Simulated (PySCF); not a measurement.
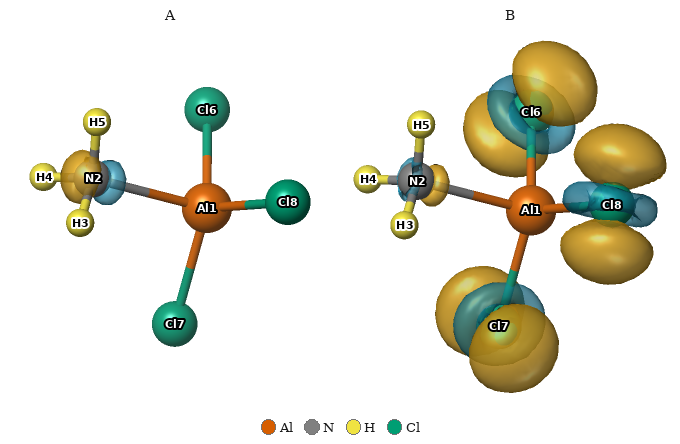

Al(NH3)Cl3 (AlCl3H3N). The two Fukui functions at ±0.03 e/Å³ (yellow positive, teal negative).

Computed with PySCF, PBE0/aug-cc-pVDZ, geometry: GFN2-xTB. No frequency check shows the geometry to be a minimum. GFN2-xTB bond lengths at metals and heavier atoms can be off by up to 0.1 Å and shapes distorted, which carries into these values.

The calculation's input:

```python
import numpy as np
from pyscf import gto, scf, dft
from pyscf.scf import atom_ks, atom_hf
from scipy.linalg import block_diag

def solve(mol, dm0=None, hcore=None):
    mf = (dft.UKS if mol.spin else dft.RKS)(mol, xc='pbe0')
    mf.grids.level = 3
    mf = mf.density_fit(auxbasis='def2-universal-jkfit')
    mf.conv_tol, mf.max_cycle = 1e-8, 80
    if hcore is not None:
        mf.get_hcore = lambda *args: hcore
    mf.kernel(dm0)
    if not mf.converged:
        mf = mf.newton().run(mf.mo_coeff, mf.mo_occ, max_cycle=30)
    assert mf.converged, 'SCF not converged'
    return mf

mol = gto.M(atom='''
Al     0.00147     0.00032     0.09383
N     -0.00906     0.00009    -2.05773
H      0.94732    -0.04161    -2.41724
H     -0.44322     0.84439    -2.41485
H     -0.51525    -0.80285    -2.41477
Cl    -2.02274     0.14613     0.40407
Cl     1.13963     1.67948     0.39871
Cl     0.88636    -1.82589     0.39906
''', basis='aug-cc-pvdz', charge=0, spin=0, verbose=4)
mf = solve(mol)
out = dict(e0=mf.e_tot, dm0=mf.make_rdm1(), c=mf.mo_coeff, occ=mf.mo_occ, eps=mf.mo_energy)
for name, dq, spin in [('cation', 1, 1), ('anion', -1, 1)]:
    ion = mol.copy().set(charge=mol.charge + dq, spin=spin).build()
    mi = solve(ion)
    if spin and dq > 0 and mol.nao < 130:
        c, _, stable, _ = mi.stability(return_status=True)
        if not stable:
            mi = solve(ion, mi.make_rdm1(c, mi.mo_occ))
    print(name, 'vertical energy change / eV', (mi.e_tot - mf.e_tot) * 27.211386)
    out.update({'e_' + name: mi.e_tot, 'dm_' + name: mi.make_rdm1(), 's2_' + name: mi.spin_square()[0], 'eps_' + name: mi.mo_energy, 'occ_' + name: mi.mo_occ})
# spherically averaged free atoms, for the promolecule
atm = atom_ks.get_atm_nrks(mol, xc='pbe0')
pro = block_diag(*[(atm[a[0]][2] * atm[a[0]][3]) @ atm[a[0]][2].T for a in mol._atom])
np.savez('result.npz', pro=pro, **out)
```

Launched as:

```sh
OMP_NUM_THREADS=1 python input.py
```

The run took 2.9 min on 1 thread of Arm Neoverse V1, with other jobs on the host, peak memory 0.76 GiB.

Partitions, critical points and surface values were worked out afterwards from this run's density.

Which panel is f⁻ (electron removed) and which f⁺ (electron added)?

Answer. A is f⁺, B is f⁻. f⁻ (Hirshfeld-condensed) is largest on Cl6, Cl7 and Cl8 (0.29 each); the vertical ionisation energy is 10.61 eV (the stability of the cation's solution wasn't checked). f⁺ (Hirshfeld-condensed) is largest on H3, H4 and H5 (0.20 each) and Al1 (0.18); the vertical electron affinity is 0.12 eV (the stability of the anion's solution wasn't checked; the anion's highest orbital has positive energy, so this value and f⁺ depend on the basis).

What chemical potential and hardness follow from the two energies?

Answer. μ = −(I + A)/2 = −5.36 eV and η = I − A = 10.49 eV.
